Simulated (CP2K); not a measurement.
# One shape, several levels: C6H6 (fulvene)

Aim: a comparison of 3 runs (B3LYP/def2-SVP, PBE0/def2-SVP, wB97X/def2-SVP) of C6H6 (fulvene). 

The results are computed with CP2K 2026.2.

## Step 1: The structure to begin with

C6H6 has 12 atoms, charge 0, and is taken as a singlet. As SMILES, `C=C1C=CC=C1`. Geometry: relaxed at PBE0-D4/def2-TZVP.

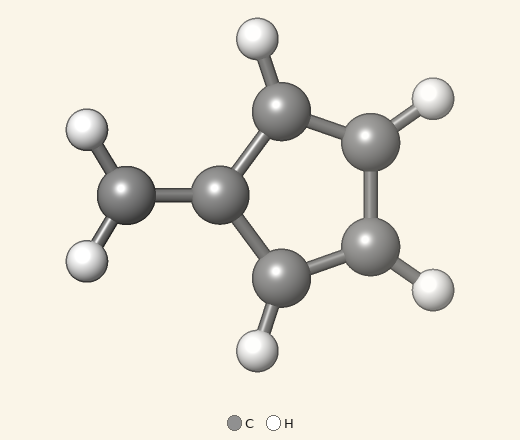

Viewed from a chosen angle; carbon grey, hydrogen white.

## Step 2: The energy at B3LYP/def2-SVP (run 1)

Contents of job.inp:

```
&GLOBAL
  PROJECT_NAME job
  RUN_TYPE ENERGY
  PRINT_LEVEL MEDIUM
&END GLOBAL

&FORCE_EVAL
  METHOD QS
  &DFT
    BASIS_SET_FILE_NAME ./def2_svp.basis
    POTENTIAL_FILE_NAME POTENTIAL
    CHARGE 0
    MULTIPLICITY 1
    # Quickstep
    &QS
      METHOD GAPW
      EPS_DEFAULT 1.0E-10
    &END QS
    # real-space grids
    &MGRID
      CUTOFF 280
      REL_CUTOFF 50
      NGRIDS 4
    &END MGRID
    # no periodic images
    &POISSON
      PERIODIC NONE
      POISSON_SOLVER MULTIPOLE
    &END POISSON
    # self-consistent field
    &SCF
      SCF_GUESS ATOMIC
      EPS_SCF 1.0E-07
      MAX_SCF 100
      ADDED_MOS 10
      &DIAGONALIZATION
        ALGORITHM STANDARD
      &END DIAGONALIZATION
      &MIXING
        METHOD DIRECT_P_MIXING
        ALPHA 0.4
      &END MIXING
    &END SCF
    &XC
      &XC_FUNCTIONAL
        &HYB_GGA_XC_B3LYP
        &END HYB_GGA_XC_B3LYP
      &END XC_FUNCTIONAL
      # exact exchange
      &HF
        FRACTION 0.2
        &SCREENING
          EPS_SCHWARZ 1.0E-10
          SCREEN_ON_INITIAL_P F
        &END SCREENING
        &INTERACTION_POTENTIAL
          POTENTIAL_TYPE COULOMB
        &END INTERACTION_POTENTIAL
        &MEMORY
          MAX_MEMORY 1050
        &END MEMORY
      &END HF
    &END XC
    # extra output
    &PRINT
      &MOMENTS
        PERIODIC F
        REFERENCE COM
        MAX_MOMENT 1
      &END MOMENTS
      &MO ON
        ENERGIES T
        OCCUPATION_NUMBERS T
        NDIGITS 6
        &EACH
          QS_SCF 0
        &END EACH
        ADD_LAST NUMERIC
      &END MO
      &LOWDIN ON
      &END LOWDIN
      &HIRSHFELD OFF
      &END HIRSHFELD
    &END PRINT
  &END DFT
  &SUBSYS
    &CELL
      ABC [angstrom] 10.1 11.4 11.1
      PERIODIC NONE
    &END CELL
    &COORD
      C     -0.818100    -1.597600     0.906600
      C     -0.269900    -0.537800     0.305500
      C      0.652900     0.430400     0.902600
      C      0.964800     1.337500    -0.041700
      C      0.261500     0.997400    -1.282700
      C     -0.471600    -0.113400    -1.081700
      H     -1.493400    -2.259800     0.376500
      H     -0.605400    -1.830200     1.944100
      H      1.002400     0.394600     1.924400
      H      1.624900     2.186300     0.076600
      H      0.333200     1.561600    -2.202900
      H     -1.104400    -0.624200    -1.793300
    &END COORD
    &TOPOLOGY
      &CENTER_COORDINATES
      &END CENTER_COORDINATES
    &END TOPOLOGY
    &KIND C
      BASIS_SET def2-SVP
      POTENTIAL ALL
      LEBEDEV_GRID 194
      RADIAL_GRID 100
    &END KIND
    &KIND H
      BASIS_SET def2-SVP
      POTENTIAL ALL
      LEBEDEV_GRID 194
      RADIAL_GRID 100
    &END KIND
  &END SUBSYS
&END FORCE_EVAL
```

On the command line:

```console
$ OMP_NUM_THREADS=1 cp2k.psmp -i job.inp > job.out 2>&1
```

Standard output:

```text
CP2K| version string:                                       CP2K version 2026.2
[...]
 GLOBAL| Method name                                                        CP2K
[...]
 GLOBAL| Run type                                                         ENERGY
[...]
 DFT| Spin restricted Kohn-Sham (RKS) calculation                            RKS
 DFT| Multiplicity                                                             1
[...]
 DFT| Charge                                                                   0
[...]
 FUNCTIONAL| HYB_GGA_XC_B3LYP:
[...]
 QS| Method:                                                                GAPW
[...]
 QS| Density cutoff [a.u.]:                                                140.0
[...]
 QS| Relative density cutoff [a.u.]:                                        25.0
[...]
                             - Atoms:                                         12
[...]
                             - Spherical basis functions:                    114
[...]
 Number of electrons:                                                         42
[...]
     1 P_Mix/Diag. 0.40E+00    6.2     0.43117862      -233.5235583769 -2.34E+02
[...]
    16 DIIS/Diag.  0.33E-07    2.3     0.00000001      -232.0246632807 -1.99E-13
  *** SCF run converged in    16 steps ***
[...]
  Overlap energy of the core charge distribution:               0.00001876272371
  Self energy of the core charge distribution:               -183.13932346752364
  Core Hamiltonian energy:                                    -40.72626297904936
  Hartree energy:                                              74.76836461862420
  Exchange-correlation energy:                                -11.65671019646260
  Hartree-Fock Exchange energy:                                -6.63270295137839
[...]
  Dipole moment [Debye]
    X= -0.2578047E+00 Y= -0.4938591E+00 Z=  0.2789227E+00  Total=      0.6230232
 ENERGY| Total FORCE_EVAL ( QS ) energy [hartree]           -232.024663280661514
[...]
```

Run time: 41 s. Hardware: 1 thread of Arm Neoverse V1, shared host; peak memory 0.8 GiB.

## Step 3: The energy at PBE0/def2-SVP (run 2)

Contents of molecule.xyz:

```xyz
12

C     -0.818100    -1.597600     0.906600
C     -0.269900    -0.537800     0.305500
C      0.652900     0.430400     0.902600
C      0.964800     1.337500    -0.041700
C      0.261500     0.997400    -1.282700
C     -0.471600    -0.113400    -1.081700
H     -1.493400    -2.259800     0.376500
H     -0.605400    -1.830200     1.944100
H      1.002400     0.394600     1.924400
H      1.624900     2.186300     0.076600
H      0.333200     1.561600    -2.202900
H     -1.104400    -0.624200    -1.793300
```

Contents of job.inp:

```
&GLOBAL
 PROJECT_NAME job
 RUN_TYPE ENERGY
 PRINT_LEVEL MEDIUM
&END GLOBAL

&FORCE_EVAL
 METHOD QUICKSTEP
 &DFT
  BASIS_SET_FILE_NAME ./def2_svp.basis
  POTENTIAL_FILE_NAME POTENTIAL
  CHARGE 0
  MULTIPLICITY 1
  &QS
   METHOD GAPW
   EPS_DEFAULT 1.0E-10
  &END QS
  &MGRID
   CUTOFF 280
   REL_CUTOFF 50
   NGRIDS 4
  &END MGRID
  &POISSON
   PERIODIC NONE
   POISSON_SOLVER MULTIPOLE
  &END POISSON
  &SCF
   SCF_GUESS ATOMIC
   EPS_SCF 1.0E-07
   MAX_SCF 100
   ADDED_MOS 10
   &DIAGONALIZATION
    ALGORITHM STANDARD
   &END DIAGONALIZATION
   &MIXING
    METHOD DIRECT_P_MIXING
    ALPHA 0.4
   &END MIXING
  &END SCF
  &XC
   &XC_FUNCTIONAL
    &HYB_GGA_XC_PBEH
    &END HYB_GGA_XC_PBEH
   &END XC_FUNCTIONAL
   &HF
    FRACTION 0.25
    &SCREENING
     EPS_SCHWARZ 1.0E-10
     SCREEN_ON_INITIAL_P F
    &END SCREENING
    &INTERACTION_POTENTIAL
     POTENTIAL_TYPE COULOMB
    &END INTERACTION_POTENTIAL
    &MEMORY
     MAX_MEMORY 1050
    &END MEMORY
   &END HF
  &END XC
  &PRINT
   &MOMENTS
    PERIODIC F
    REFERENCE COM
    MAX_MOMENT 1
   &END MOMENTS
   &MO ON
    ENERGIES T
    OCCUPATION_NUMBERS T
    NDIGITS 6
    &EACH
     QS_SCF 0
    &END EACH
    ADD_LAST NUMERIC
   &END MO
   &LOWDIN ON
   &END LOWDIN
   &HIRSHFELD OFF
   &END HIRSHFELD
   &MO_MOLDEN ON
    NDIGITS 8
   &END MO_MOLDEN
  &END PRINT
 &END DFT
 &SUBSYS
  &CELL
   ABC [angstrom] 10.1 11.4 11.1
   PERIODIC NONE
  &END CELL
  &TOPOLOGY
   COORD_FILE_NAME molecule.xyz
   COORD_FILE_FORMAT XYZ
   &CENTER_COORDINATES
   &END CENTER_COORDINATES
  &END TOPOLOGY
  &KIND C
   BASIS_SET def2-SVP
   POTENTIAL ALL
   LEBEDEV_GRID 194
   RADIAL_GRID 100
  &END KIND
  &KIND H
   BASIS_SET def2-SVP
   POTENTIAL ALL
   LEBEDEV_GRID 194
   RADIAL_GRID 100
  &END KIND
 &END SUBSYS
&END FORCE_EVAL
```

On the command line:

```console
$ OMP_NUM_THREADS=1 cp2k.psmp -i job.inp > job.out 2>&1
```

Standard output:

```text
CP2K| version string:                                       CP2K version 2026.2
[...]
 GLOBAL| Method name                                                        CP2K
[...]
 GLOBAL| Run type                                                         ENERGY
[...]
 DFT| Spin restricted Kohn-Sham (RKS) calculation                            RKS
 DFT| Multiplicity                                                             1
[...]
 DFT| Charge                                                                   0
[...]
 FUNCTIONAL| HYB_GGA_XC_PBEH:
[...]
 QS| Method:                                                                GAPW
[...]
 QS| Density cutoff [a.u.]:                                                140.0
[...]
 QS| Relative density cutoff [a.u.]:                                        25.0
[...]
                             - Atoms:                                         12
[...]
                             - Spherical basis functions:                    114
[...]
 Number of electrons:                                                         42
[...]
     1 P_Mix/Diag. 0.40E+00    6.0     0.42225592      -233.3490576480 -2.33E+02
[...]
    16 DIIS/Diag.  0.30E-07    2.0     0.00000001      -231.7416374687  0.00E+00
  *** SCF run converged in    16 steps ***
[...]
  Overlap energy of the core charge distribution:               0.00001876272371
  Self energy of the core charge distribution:               -183.13932346752364
  Core Hamiltonian energy:                                    -40.84726866402005
  Hartree energy:                                              74.90236647575102
  Exchange-correlation energy:                                -10.95571602130754
  Hartree-Fock Exchange energy:                                -8.28790829878037
[...]
  Dipole moment [Debye]
    X= -0.2753117E+00 Y= -0.5274313E+00 Z=  0.2979653E+00  Total=      0.6654049
 ENERGY| Total FORCE_EVAL ( QS ) energy [hartree]           -231.741637468731739
[...]
```

Run time: 38 s. Hardware: 1 thread of Arm Neoverse V1, shared host; peak memory 0.8 GiB.

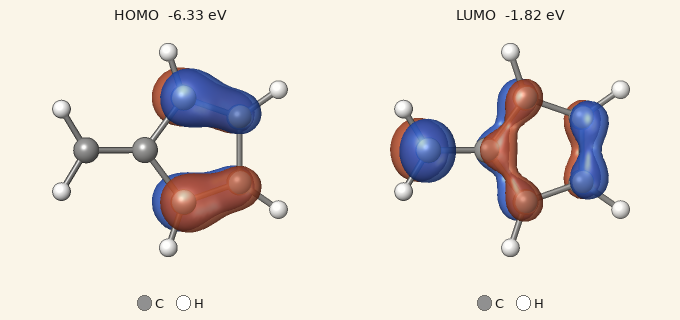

Frontier orbitals of this run, surfaces at ±0.2 Å^-3/2.

## Step 4: A single-point energy at wB97X/def2-SVP (run 3)

Contents of molecule.inp:

```
&FORCE_EVAL
   METHOD Quickstep
   &DFT
      BASIS_SET_FILE_NAME ./def2_svp.basis
      POTENTIAL_FILE_NAME POTENTIAL
      &QS
         METHOD GAPW
         EPS_DEFAULT 1.0E-10
      &END
      &MGRID
         CUTOFF 280
         REL_CUTOFF 50
         NGRIDS 4
      &END
      &POISSON
         PERIODIC NONE
         POISSON_SOLVER MULTIPOLE
      &END
      &SCF
         SCF_GUESS ATOMIC
         EPS_SCF 1.0E-07
         MAX_SCF 80
         ADDED_MOS 3
         &DIAGONALIZATION
            ALGORITHM STANDARD
         &END
         &MIXING
            METHOD DIRECT_P_MIXING
            ALPHA 0.4
         &END
      &END
      &XC
         &XC_FUNCTIONAL
            &HYB_GGA_XC_WB97X
            &END
         &END
         &HF
            FRACTION 1.0
            &SCREENING
               EPS_SCHWARZ 1.0E-10
            &END
            &INTERACTION_POTENTIAL
               POTENTIAL_TYPE MIX_CL
               SCALE_COULOMB 0.157706
               SCALE_LONGRANGE 0.842294
               OMEGA 0.3
            &END
            &MEMORY
               MAX_MEMORY 1050
            &END
         &END
      &END
      &PRINT
         &MOMENTS
            PERIODIC F
            REFERENCE COM
            MAX_MOMENT 1
         &END
         &MO ON
            ENERGIES T
            OCCUPATION_NUMBERS T
            NDIGITS 6
            &EACH
               QS_SCF 0
            &END
            ADD_LAST NUMERIC
         &END
         &LOWDIN ON
         &END
         &HIRSHFELD OFF
         &END
      &END
   &END
   &SUBSYS
      &CELL
         ABC 10.1 11.4 11.1
         PERIODIC NONE
      &END
      &COORD
         C     -0.818100    -1.597600     0.906600
         C     -0.269900    -0.537800     0.305500
         C      0.652900     0.430400     0.902600
         C      0.964800     1.337500    -0.041700
         C      0.261500     0.997400    -1.282700
         C     -0.471600    -0.113400    -1.081700
         H     -1.493400    -2.259800     0.376500
         H     -0.605400    -1.830200     1.944100
         H      1.002400     0.394600     1.924400
         H      1.624900     2.186300     0.076600
         H      0.333200     1.561600    -2.202900
         H     -1.104400    -0.624200    -1.793300
      &END
      &TOPOLOGY
         &CENTER_COORDINATES
         &END
      &END
      &KIND C
         BASIS_SET def2-SVP
         POTENTIAL ALL
         LEBEDEV_GRID 194
         RADIAL_GRID 100
      &END
      &KIND H
         BASIS_SET def2-SVP
         POTENTIAL ALL
         LEBEDEV_GRID 194
         RADIAL_GRID 100
      &END
   &END
&END

&GLOBAL
   PROJECT molecule
   RUN_TYPE ENERGY
   PRINT_LEVEL MEDIUM
&END
```

On the command line:

```console
$ OMP_NUM_THREADS=1 cp2k.psmp molecule.inp > molecule.out
```

Standard output:

```text
CP2K| version string:                                       CP2K version 2026.2
[...]
 GLOBAL| Method name                                                        CP2K
[...]
 GLOBAL| Run type                                                         ENERGY
[...]
 DFT| Spin restricted Kohn-Sham (RKS) calculation                            RKS
 DFT| Multiplicity                                                             1
[...]
 DFT| Charge                                                                   0
[...]
 FUNCTIONAL| HYB_GGA_XC_WB97X:
[...]
 QS| Method:                                                                GAPW
[...]
 QS| Density cutoff [a.u.]:                                                140.0
[...]
 QS| Relative density cutoff [a.u.]:                                        25.0
[...]
                             - Atoms:                                         12
[...]
                             - Spherical basis functions:                    114
[...]
 Number of electrons:                                                         42
[...]
     1 P_Mix/Diag. 0.40E+00    5.9     0.37877979      -234.1664985988 -2.34E+02
[...]
    17 DIIS/Diag.  0.13E-06    1.7     0.00000008      -231.9543153110  1.99E-13
  *** SCF run converged in    17 steps ***
[...]
  Overlap energy of the core charge distribution:               0.00001876272371
  Self energy of the core charge distribution:               -183.13932346752364
  Core Hamiltonian energy:                                    -40.85737899048058
  Hartree energy:                                              74.91257007681953
  Exchange-correlation energy:                                 -8.05549782620085
  Hartree-Fock Exchange energy:                               -10.73415280917445
[...]
  Dipole moment [Debye]
    X= -0.2675211E+00 Y= -0.5121252E+00 Z=  0.2890668E+00  Total=      0.6460646
 ENERGY| Total FORCE_EVAL ( QS ) energy [hartree]           -231.954315310975772
[...]
```

Run time: 35 s. Hardware: 1 thread of Arm Neoverse V1, shared host; peak memory 0.8 GiB.

## Step 5: Overview of the runs

| run | level | properties | iteration cap | energy (Eh) | dipole moment (D) | HOMO energy (eV) | LUMO energy (eV) | wall time |
| --- | --- | --- | --- | --- | --- | --- | --- | --- |
| 1 | B3LYP/def2-SVP | (lowdin) | 100 | -232.024663 | 0.62 | -6.06 | -1.94 | 41 s |
| 2 | PBE0/def2-SVP | (lowdin, molden) | 100 | -231.741637 | 0.67 | -6.33 | -1.82 | 38 s |
| 3 | wB97X/def2-SVP | (lowdin) | 80 | -231.954315 | 0.65 | -8.65 | 0.28 | 35 s |

## Step 6: What came out

| quantity | value |
| --- | --- |
| run 3: total energy | -231.95432 Eh |
| run 3: dipole moment | 0.65 D |
| run 3: HOMO energy | -8.65 eV |
| run 3: LUMO energy | 0.28 eV |
| run 3: HOMO–LUMO gap | 8.93 eV |

What this shows: The dipole moment (its size) runs from 0.62 D (B3LYP/def2-SVP) to 0.67 D (PBE0/def2-SVP). The HOMO–LUMO gap runs from 4.12 eV (B3LYP/def2-SVP) to 8.93 eV (wB97X/def2-SVP). Totals of different functionals can't be ranked against each other. All runs together took 1.9 min, the longest 41 s.
